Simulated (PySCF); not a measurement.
SMILES CB(C)O[SiH2]N at its GFN2-xTB optimised geometry (Å):

```
16

Si    -1.3434    -1.2311    -0.0224
N     -1.2870    -2.4142     1.2226
O     -0.0642    -0.2397    -0.0050
B      0.5829     0.9152     0.0000
C      2.1778     0.9152     0.0000
C     -0.2126     2.2982     0.0000
H     -1.2272    -1.9202    -1.3033
H     -2.5957    -0.5076     0.1947
H     -1.5768    -2.1830     2.1582
H     -0.5286    -3.0757     1.2512
H      2.5528     1.2052     0.9803
H      2.5957    -0.0609    -0.2323
H      2.5799     1.6348    -0.7092
H     -1.2208     2.1932     0.3934
H     -0.3062     2.6623    -1.0222
H      0.2968     3.0757     0.5631
```

Calculation: CAM-B3LYP/def2-TZVP (PySCF).

Map of the electron localisation function on the plane z = 0.8 Å:

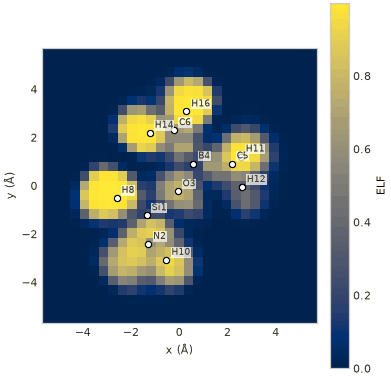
*Electron localisation function on the plane z = 0.8 Å.*
